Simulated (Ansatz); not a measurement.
**ClH2O2Sn radical: single points with varied inputs**

How do the results and run time of ClH2O2Sn radical respond when the settings are drawn wide?

Method: the settings change from run to run; program: Ansatz 0.2.0, Gaussian basis.

## (1) The relaxed structure

An earlier PBE0-D4 in a triple-zeta def2 set relaxation fixed the geometry. Sn takes a core potential in def2 sets; no spin-orbit term is included.

6 atoms, charge 0, spin multiplicity 2.

Atoms are counted from 1 here; the program's logs count them from 0.

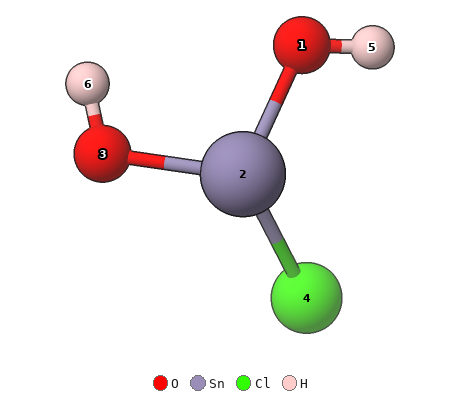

The geometry (oxygen red, tin purple, chlorine green, hydrogen pink); atoms are numbered from 1 in the order of the file.

## (2) B2PLYP/def2-mTZVPP

Set apart from the defaults: charge -1, multiplicity 1, a grid of angular degree 47, relativity set to none.

Contents of in.yaml:

```yaml
crystal:
  periodic: [false, false, false]
  atoms:
    - {symbol: O, position_ang: [-0.447404, 1.400510, -0.158266]}
    - {symbol: Sn, position_ang: [0.371806, -0.318189, -0.659686]}
    - {symbol: O, position_ang: [1.256531, -0.847908, 1.007746]}
    - {symbol: Cl, position_ang: [-1.328157, -1.877091, -1.106581]}
    - {symbol: H, position_ang: [-1.182737, 1.666406, -0.718500]}
    - {symbol: H, position_ang: [1.372061, -0.087828, 1.589188]}
basis:
  gaussian: {orbitals: def2-mTZVPP, final_grid: {core_spheres: 20, valence_spheres: 16, degree: 47}}
total_charge: -1
hamiltonian: {xc: {name: B2PLYP}, pseudopotentials: {relativity: none}}
```

Run with:

```console
ansatz run in.yaml --threads 4 --pin off --events-out ev --progress --plain --max-ram 10444MiB
```

The log of the run:

```text
Functional definition: B2PLYP
  name "B2PLYP"
  cite "Grimme, J. Chem. Phys. 124, 034108 (2006) doi:10.1063/1.2148954"
  cite "Becke, Phys. Rev. A 38, 3098 (1988) doi:10.1103/PhysRevA.38.3098"
  cite "Lee, Yang & Parr, Phys. Rev. B 37, 785 (1988) doi:10.1103/PhysRevB.37.785"
  parameter a = 0.53
  parameter c = 0.27
  exchange = (1 - a)*b88_x + a*exact_x
  correlation = (1 - c)*lyp_c + c*(mp2_os + mp2_ss)
1203 factors; integrals over basis functions are off by at most 4.4e-4 eV
mean field evaluation 1: about -22463.4942 eV, gradient 3.9e1 eV
mean field evaluation 2: about -22463.4975 eV, gradient 3.9e1 eV
mean field evaluation 4: about -22466.0255 eV, gradient 2.5e0 eV
mean field evaluation 8: about -22466.0427 eV, gradient 7.8e-2 eV
mean field evaluation 16: about -22466.0427 eV, gradient 2.8e-5 eV
mean field -22466.04270028 eV, -825.6118412045 hartree, gradient 7.0e-6 eV, S^2 0.000000; 0 other end points of the search recorded, 0 dependent functions left out
11 core orbitals not correlated: weight in the atoms' cores, before any rotation towards them, 1.000 or more for the frozen orbitals, at most 0.000 for the correlated occupied ones
reference -22466.04285567 eV, -825.6118469150 hartree; 18, 18 occupied and 92, 92 virtual orbitals, 1203 factors
second order -24.99039083 eV of doubles, -0.00000000 eV of singles
Total energy: -22472.79026119 eV, -825.8598094945 hartree
```

It took 2.8 s on 4 threads of Intel Xeon Platinum 8259CL at 2.50GHz, shared host.

## (3) CAM-B3LYP/def2-SVP

This run has atoms shaken by 0.08 Å.

Contents of in.yaml:

```yaml
crystal:
  periodic: [false, false, false]
  atoms:
    - {symbol: O, position_ang: [-0.433197, 1.116949, 0.003499]}
    - {symbol: Sn, position_ang: [0.365509, -0.469154, -0.613047]}
    - {symbol: O, position_ang: [1.192030, -0.784318, 0.780819]}
    - {symbol: Cl, position_ang: [-1.381298, -1.870619, -1.042234]}
    - {symbol: H, position_ang: [-1.208583, 1.461566, -0.844397]}
    - {symbol: H, position_ang: [1.327160, -0.140450, 1.665524]}
basis:
  gaussian: {orbitals: def2-SVP}
magnetization: {spin_polarized: true, initial_magnetization: 1}
hamiltonian: {xc: {name: CAM-B3LYP}}
```

Same command.

The log of the run, shortened:

```text
Functional definition: CAM-B3LYP
  name "CAM-B3LYP"
  cite "Yanai, Tew & Handy, Chem. Phys. Lett. 393, 51 (2004) doi:10.1016/j.cplett.2004.06.011"
  cite "Iikura, Tsuneda, Yanai & Hirao, J. Chem. Phys. 115, 3540 (2001) doi:10.1063/1.1383587"
  cite "Becke, Phys. Rev. A 38, 3098 (1988) doi:10.1103/PhysRevA.38.3098"
  cite "Lee, Yang & Parr, Phys. Rev. B 37, 785 (1988) doi:10.1103/PhysRevB.37.785"
  cite "Vosko, Wilk & Nusair, Can. J. Phys. 58, 1200 (1980) doi:10.1139/p80-159"
[...]
  # Exact exchange under (alpha + beta erf(omega r))/r, Becke's under what is left of 1/r.
[...]
863 factors; integrals over basis functions are off by at most 1.2e-3 eV
236 factors; integrals over basis functions are off by at most 7.3e-6 eV
[...]
mean field -22469.57184830 eV, -825.7415350021 hartree, gradient 4.7e-5 eV, S^2 0.753754; 0 other end points of the search recorded, 0 dependent functions left out
reference -22469.57195773 eV, -825.7415390239 hartree; 29, 28 occupied and 53, 54 virtual orbitals, 863 factors
Total energy: -22469.57195773 eV, -825.7415390239 hartree
```

It took 1.9 s on 4 threads of Intel Xeon Platinum 8259CL at 2.50GHz, shared host.

⟨S²⟩ 0.754.

## (4) SVWN5/def2-mTZVPP

Options: charge +1, multiplicity 1, a point charge of -1.00 e beside it, relativity set to none.

Contents of in.yaml:

```yaml
crystal:
  periodic: [false, false, false]
  atoms:
    - {symbol: O, position_ang: [-0.447404, 1.400510, -0.158266]}
    - {symbol: Sn, position_ang: [0.371806, -0.318189, -0.659686]}
    - {symbol: O, position_ang: [1.256531, -0.847908, 1.007746]}
    - {symbol: Cl, position_ang: [-1.328157, -1.877091, -1.106581]}
    - {symbol: H, position_ang: [-1.182737, 1.666406, -0.718500]}
    - {symbol: H, position_ang: [1.372061, -0.087828, 1.589188]}
basis:
  gaussian: {orbitals: def2-mTZVPP, point_charges: [{charge: -1.00, position_ang: [6.345, 0.487, 0.240]}]}
total_charge: 1
hamiltonian: {xc: {name: SVWN5}, pseudopotentials: {relativity: none}}
output: {forces: true}
```

The command is unchanged.

The log of the run, shortened:

```text
Functional definition: SVWN5
  name "SVWN5"
  cite "Dirac, Proc. Camb. Phil. Soc. 26, 376 (1930) doi:10.1017/S0305004100016108"
  cite "Slater, Phys. Rev. 81, 385 (1951) doi:10.1103/PhysRev.81.385"
  cite "Vosko, Wilk & Nusair, Can. J. Phys. 58, 1200 (1980) doi:10.1139/p80-159"
[...]
1057 factors; their error is unknown
[...]
mean field -22399.14716064 eV, -823.1534754661 hartree, gradient 2.9e-5 eV, S^2 0.000000; 1 other end points of the search recorded, 0 dependent functions left out
[...]
reference -22399.14719494 eV, -823.1534767267 hartree; 28, 28 occupied and 93, 93 virtual orbitals, 1057 factors
Total energy: -22399.14719494 eV, -823.1534767267 hartree
Atom 0 at    -0.447404     1.400510    -0.158266 Å, force     1.251137    -0.776889     0.010421 eV/Å
Atom 1 at     0.371806    -0.318189    -0.659686 Å, force    -1.159068    -0.312347     1.881815 eV/Å
Atom 2 at     1.256531    -0.847908     1.007746 Å, force    -0.399190    -0.945124    -1.581373 eV/Å
Atom 3 at    -1.328157    -1.877091    -1.106581 Å, force     1.005897     0.594087    -0.247069 eV/Å
Atom 4 at    -1.182737     1.666406    -0.718500 Å, force    -0.824508     0.433875    -0.653822 eV/Å
Atom 5 at     1.372061    -0.087828     1.589188 Å, force     0.514463     1.038496     0.640511 eV/Å
Dipole moment:     0.334552     0.452947    -0.214726 e Å
```

Run time: 0.95 s. Hardware: 4 threads of Intel Xeon Platinum 8259CL at 2.50GHz, shared host.

Largest force 2.232 eV/Å.

## (5) PBE0/def2-TZVPD

Set apart from the defaults: multiplicity 4.

in.yaml, as its differences from that of step 4:

```diff
@@ -10,5 +10,5 @@
 basis:
-  gaussian: {orbitals: def2-mTZVPP, point_charges: [{charge: -1.00, position_ang: [6.345, 0.487, 0.240]}]}
-total_charge: 1
-hamiltonian: {xc: {name: SVWN5}, pseudopotentials: {relativity: none}}
+  gaussian: {orbitals: def2-TZVPD}
+magnetization: {spin_polarized: true, initial_magnetization: 3}
+hamiltonian: {xc: {name: PBE0}}
 output: {forces: true}
```

Launched as before.

The log of the run, shortened:

```text
Functional definition: PBE0
  name "PBE0"
  cite "Adamo & Barone, J. Chem. Phys. 110, 6158 (1999) doi:10.1063/1.478522"
  cite "Perdew, Burke & Ernzerhof, Phys. Rev. Lett. 77, 3865 (1996) doi:10.1103/PhysRevLett.77.3865"
  parent pbe
[...]
1266 factors; their error is unknown
[...]
mean field -22469.81914983 eV, -825.7506231658 hartree, gradient 1.6e-5 eV, S^2 3.758616; 7 other end points of the search recorded, 0 dependent functions left out
[...]
reference -22469.81919845 eV, -825.7506249525 hartree; 30, 27 occupied and 170, 173 virtual orbitals, 1266 factors
Total energy: -22469.81919845 eV, -825.7506249525 hartree
Atom 0 at    -0.447404     1.400510    -0.158266 Å, force     0.607118     3.118426     3.095595 eV/Å
Atom 1 at     0.371806    -0.318189    -0.659686 Å, force     1.475327    -3.626408    -1.774763 eV/Å
Atom 2 at     1.256531    -0.847908     1.007746 Å, force     0.115604     0.137635     0.372462 eV/Å
Atom 3 at    -1.328157    -1.877091    -1.106581 Å, force    -0.086268    -0.400018    -0.058407 eV/Å
Atom 4 at    -1.182737     1.666406    -0.718500 Å, force    -2.129934     0.831328    -1.739574 eV/Å
Atom 5 at     1.372061    -0.087828     1.589188 Å, force     0.018153    -0.060963     0.104687 eV/Å
Dipole moment:     0.326900     0.359945     0.101297 e Å
```

Wall time 21 s (4 threads of Intel Xeon Platinum 8259CL at 2.50GHz, shared host); peak memory 0.98 GiB.

Largest force 4.436 eV/Å, dipole 2.39 D, ⟨S²⟩ 3.759.

## (6) wB97/def2-mTZVP

in.yaml, as its differences from that of step 5:

```diff
@@ -10,5 +10,4 @@
 basis:
-  gaussian: {orbitals: def2-TZVPD}
-magnetization: {spin_polarized: true, initial_magnetization: 3}
-hamiltonian: {xc: {name: PBE0}}
-output: {forces: true}
+  gaussian: {orbitals: def2-mTZVP}
+magnetization: {spin_polarized: true, initial_magnetization: 1}
+hamiltonian: {xc: {name: wB97}}
```

Launched as before.

The log of the run, shortened:

```text
Functional definition: wB97
  name "wB97"
  cite "Chai & Head-Gordon, J. Chem. Phys. 128, 084106 (2008) doi:10.1063/1.2834918"
  cite "Becke, J. Chem. Phys. 107, 8554 (1997) doi:10.1063/1.475007"
[...]
  # The coefficients of nought are those of the uniform gas.
[...]
      + integral(e_c_pw_opposite_spin*poly(b97_u_opposite, 1, cos1, cos2, cos3, cos4))
998 factors; their error is unknown
385 factors; integrals over basis functions are off by at most 2.1e-5 eV
[...]
mean field -22484.25227851 eV, -826.2810308616 hartree, gradient 8.9e-5 eV, S^2 0.759039; 0 other end points of the search recorded, 0 dependent functions left out
reference -22484.25226872 eV, -826.2810305019 hartree; 29, 28 occupied and 83, 84 virtual orbitals, 998 factors
Total energy: -22484.25226872 eV, -826.2810305019 hartree
```

Wall time 4 s (4 threads of Intel Xeon Platinum 8259CL at 2.50GHz, shared host).

⟨S²⟩ 0.759.

## (7) PBE-QIDH/def2-SVPD

This run has multiplicity 4, atoms shaken by 0.15 Å.

Contents of in.yaml:

```yaml
crystal:
  periodic: [false, false, false]
  atoms:
    - {symbol: O, position_ang: [-0.413609, 1.116451, -0.075479]}
    - {symbol: Sn, position_ang: [0.592607, -0.533282, -0.782808]}
    - {symbol: O, position_ang: [1.437118, -0.575878, 0.764544]}
    - {symbol: Cl, position_ang: [-1.608749, -1.742508, -1.068427]}
    - {symbol: H, position_ang: [-1.125995, 1.718417, -0.642219]}
    - {symbol: H, position_ang: [1.272565, 0.011215, 1.641127]}
basis:
  gaussian: {orbitals: def2-SVPD}
magnetization: {spin_polarized: true, initial_magnetization: 3}
hamiltonian: {xc: {name: PBE-QIDH}}
output: {forces: true}
```

Launched as before.

The log of the run, shortened:

```text
Functional definition: PBE-QIDH
  name "PBE-QIDH"
  cite "Brémond, Sancho-García, Pérez-Jiménez & Adamo, J. Chem. Phys. 141, 031101 (2014) doi:10.1063/1.4890314"
  cite "Perdew, Burke & Ernzerhof, Phys. Rev. Lett. 77, 3865 (1996) doi:10.1103/PhysRevLett.77.3865"
[...]
1272 factors; integrals over basis functions are off by at most 1.2e-3 eV
[...]
mean field -22442.23986159 eV, -824.7371030168 hartree, gradient 2.8e-6 eV, S^2 3.765170; 6 other end points of the search recorded, 0 dependent functions left out
11 core orbitals not correlated: weight in the atoms' cores, before any rotation towards them, 1.000 or more for the frozen orbitals, at most 0.000 for the correlated occupied ones
reference -22442.23987654 eV, -824.7371035663 hartree; 19, 16 occupied and 91, 94 virtual orbitals, 1272 factors
second order -18.66360074 eV of doubles, -0.00000000 eV of singles
[...]
Total energy: -22448.46107678 eV, -824.9657284584 hartree
Atom 0 at    -0.413609     1.116451    -0.075479 Å, force    -4.452216     4.317956    -0.009962 eV/Å
Atom 1 at     0.592607    -0.533282    -0.782808 Å, force    -1.995688    -3.389662    -8.466862 eV/Å
Atom 2 at     1.437118    -0.575878     0.764544 Å, force     3.052569     2.024534    10.318452 eV/Å
Atom 3 at    -1.608749    -1.742508    -1.068427 Å, force     0.570264     0.910380     0.212729 eV/Å
Atom 4 at    -1.125995     1.718417    -0.642219 Å, force     2.169726    -1.810994     1.481726 eV/Å
Atom 5 at     1.272565     0.011215     1.641127 Å, force     0.655345    -2.052214    -3.536082 eV/Å
Dipole moment:     0.051647     0.894090     0.264163 e Å
```

It took 18 s on 4 threads of Intel Xeon Platinum 8259CL at 2.50GHz, shared host; peak memory 0.81 GiB.

Largest force 10.949 eV/Å, dipole 4.48 D, ⟨S²⟩ 3.765.

## (8) BLYP/ANO-RCC-VTZP

Options: charge -1, multiplicity 1, atoms shaken by 0.03 Å, a grid of angular degree 47, D4 dispersion.

Contents of in.yaml:

```yaml
crystal:
  periodic: [false, false, false]
  atoms:
    - {symbol: O, position_ang: [-0.433319, 1.412780, -0.173820]}
    - {symbol: Sn, position_ang: [0.372755, -0.310750, -0.665160]}
    - {symbol: O, position_ang: [1.302752, -0.821659, 1.030860]}
    - {symbol: Cl, position_ang: [-1.288097, -1.863172, -1.113116]}
    - {symbol: H, position_ang: [-1.172645, 1.672439, -0.716761]}
    - {symbol: H, position_ang: [1.377567, -0.096291, 1.594086]}
basis:
  gaussian: {orbitals: ANO-RCC-VTZP, final_grid: {core_spheres: 20, valence_spheres: 16, degree: 47}}
total_charge: -1
hamiltonian: {xc: {name: BLYP}, dispersion: d4}
```

Same command.

The log of the run:

```text
Functional definition: BLYP
  name "BLYP"
  cite "Becke, Phys. Rev. A 38, 3098 (1988) doi:10.1103/PhysRevA.38.3098"
  cite "Lee, Yang & Parr, Phys. Rev. B 37, 785 (1988) doi:10.1103/PhysRevB.37.785"
  parameter beta = 0.0042
  parameter a = 0.04918
  parameter b = 0.132
  parameter c = 0.2533
  parameter d = 0.349
  exchange = b88_x(beta = beta)
  correlation = lyp_c(a = a, b = b, c = c, d = d)
1513 factors; their error is unknown
mean field evaluation 1: about -184768.0714 eV, gradient 6.2e1 eV
mean field evaluation 2: about -184689.5706 eV, gradient 1.9e2 eV
mean field evaluation 4: about -184773.7869 eV, gradient 1.9e1 eV
mean field evaluation 8: about -184774.4167 eV, gradient 1.9e-1 eV
mean field evaluation 16: about -184774.3858 eV, gradient 1.9e-4 eV
mean field -184774.38575383 eV, -6790.3334318761 hartree, gradient 5.9e-5 eV, S^2 0.000000; 0 other end points of the search recorded, 0 dependent functions left out
reference -184774.38607518 eV, -6790.3334436858 hartree; 43, 43 occupied and 147, 147 virtual orbitals, 1513 factors
Total energy: -184774.71500252 eV, -6790.3455315423 hartree
Relativity: scalar
```

Run time: 5.5 s. Hardware: 4 threads of Intel Xeon Platinum 8259CL at 2.50GHz, shared host.

## (9) HSE06/def2-TZVP

Options: charge -1, multiplicity 1, D4 dispersion.

Contents of in.yaml:

```yaml
crystal:
  periodic: [false, false, false]
  atoms:
    - {symbol: O, position_ang: [-0.447404, 1.400510, -0.158266]}
    - {symbol: Sn, position_ang: [0.371806, -0.318189, -0.659686]}
    - {symbol: O, position_ang: [1.256531, -0.847908, 1.007746]}
    - {symbol: Cl, position_ang: [-1.328157, -1.877091, -1.106581]}
    - {symbol: H, position_ang: [-1.182737, 1.666406, -0.718500]}
    - {symbol: H, position_ang: [1.372061, -0.087828, 1.589188]}
basis:
  gaussian: {orbitals: def2-TZVP}
total_charge: -1
hamiltonian: {xc: {name: HSE06}, dispersion: d4}
```

Same command.

The log of the run, shortened:

```text
Functional definition: HSE06
  name "HSE06"
  cite "Heyd, Scuseria & Ernzerhof, J. Chem. Phys. 118, 8207 (2003) doi:10.1063/1.1564060"
  cite "Krukau, Vydrov, Izmaylov & Scuseria, J. Chem. Phys. 125, 224106 (2006) doi:10.1063/1.2404663"
  cite "Heyd & Scuseria, J. Chem. Phys. 120, 7274 (2004) doi:10.1063/1.1668634"
  cite "Ernzerhof & Perdew, J. Chem. Phys. 109, 3313 (1998) doi:10.1063/1.476928"
  cite "Perdew, Burke & Ernzerhof, Phys. Rev. Lett. 77, 3865 (1996) doi:10.1103/PhysRevLett.77.3865"
  parent pbe
[...]
  # The whole range is PBE's own exchange, as in plane waves. The composition of these papers is wPBEh.
[...]
1119 factors; their error is unknown
73 factors; integrals over basis functions are off by at most 3.1e-7 eV
[...]
mean field -22478.35575527 eV, -826.0643376295 hartree, gradient 3.1e-5 eV, S^2 0.000000; 0 other end points of the search recorded, 0 dependent functions left out
reference -22478.35579782 eV, -826.0643391929 hartree; 29, 29 occupied and 132, 132 virtual orbitals, 1119 factors
Total energy: -22478.48069503 eV, -826.0689290809 hartree
```

It took 1.9 s on 4 threads of Intel Xeon Platinum 8259CL at 2.50GHz, shared host.

## (10) CAM-B3LYP/x2c-TZVPPall

This run has D3(BJ) dispersion.

in.yaml, as its differences from that of step 9:

```diff
@@ -10,4 +10,4 @@
 basis:
-  gaussian: {orbitals: def2-TZVP}
-total_charge: -1
-hamiltonian: {xc: {name: HSE06}, dispersion: d4}
+  gaussian: {orbitals: x2c-TZVPPall}
+magnetization: {spin_polarized: true, initial_magnetization: 1}
+hamiltonian: {xc: {name: CAM-B3LYP}, dispersion: d3bj}
```

Launched as before.

The log of the run, shortened:

```text
Functional definition: CAM-B3LYP
  name "CAM-B3LYP"
  cite "Yanai, Tew & Handy, Chem. Phys. Lett. 393, 51 (2004) doi:10.1016/j.cplett.2004.06.011"
  cite "Iikura, Tsuneda, Yanai & Hirao, J. Chem. Phys. 115, 3540 (2001) doi:10.1063/1.1383587"
  cite "Becke, Phys. Rev. A 38, 3098 (1988) doi:10.1103/PhysRevA.38.3098"
  cite "Lee, Yang & Parr, Phys. Rev. B 37, 785 (1988) doi:10.1103/PhysRevB.37.785"
  cite "Vosko, Wilk & Nusair, Can. J. Phys. 58, 1200 (1980) doi:10.1139/p80-159"
[...]
  # Exact exchange under (alpha + beta erf(omega r))/r, Becke's under what is left of 1/r.
[...]
1358 factors; their error is unknown
232 factors; integrals over basis functions are off by at most 1.1e-5 eV
[...]
mean field -184778.33812842 eV, -6790.4786789635 hartree, gradient 5.2e-5 eV, S^2 0.756146; 0 other end points of the search recorded, 0 dependent functions left out
reference -184778.33824349 eV, -6790.4786831921 hartree; 43, 42 occupied and 149, 150 virtual orbitals, 1358 factors
Total energy: -184778.45307663 eV, -6790.4829032322 hartree
Relativity: scalar
```

Wall time 6.5 s (4 threads of Intel Xeon Platinum 8259CL at 2.50GHz, shared host); peak memory 0.95 GiB.

⟨S²⟩ 0.756.

## (11) All runs side by side

| level | charge | multiplicity | geometry | functions | energy (eV) | time |
| --- | --- | --- | --- | --- | --- | --- |
| B2PLYP/def2-mTZVPP | -1 | 1 | relaxed | 121 | -22472.790 | 2.8 s |
| CAM-B3LYP/def2-SVP | 0 | 2 | shaken | 82 | -22469.572 | 1.9 s |
| SVWN5/def2-mTZVPP | 1 | 1 | relaxed, point charge | 121 | -22399.147 | 0.95 s |
| PBE0/def2-TZVPD | 0 | 4 | relaxed | 200 | -22469.819 | 21 s |
| wB97/def2-mTZVP | 0 | 2 | relaxed | 112 | -22484.252 | 4 s |
| PBE-QIDH/def2-SVPD | 0 | 4 | shaken | 121 | -22448.461 | 18 s |
| BLYP/ANO-RCC-VTZP | -1 | 1 | shaken | 190 | -184774.715 | 5.5 s |
| HSE06/def2-TZVP | -1 | 1 | relaxed | 161 | -22478.481 | 1.9 s |
| CAM-B3LYP/x2c-TZVPPall | 0 | 2 | relaxed | 192 | -184778.453 | 6.5 s |

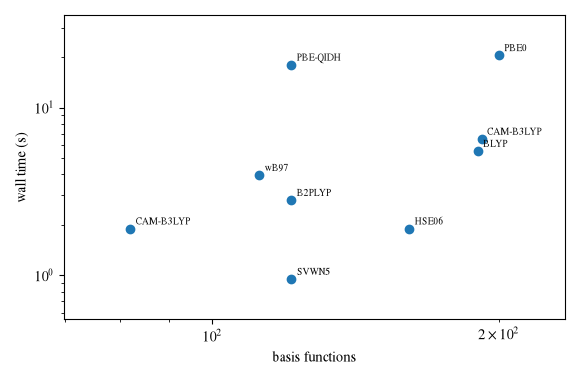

Wall time against the number of basis functions (shared host).

## (12) Results

```
                                         quantity                      value
                                             runs                          9
                                         quickest  SVWN5/def2-mTZVPP, 0.95 s
                                          slowest      PBE0/def2-TZVPD, 21 s
spread of total energies, same state and geometry                162294.2 eV
```

In words: Run time spans a factor of 22, from SVWN5/def2-mTZVPP to PBE0/def2-TZVPD. The jobs differ in tasks and options as well as level. Total energies at one charge and spin differ by 162294 eV between levels, so only differences within one level mean anything. Some of these runs are scalar-relativistic and others not, which shifts the totals of all-electron atoms past neon by several eV an atom and more; core potentials, where a basis has them, take the core out of the total altogether.
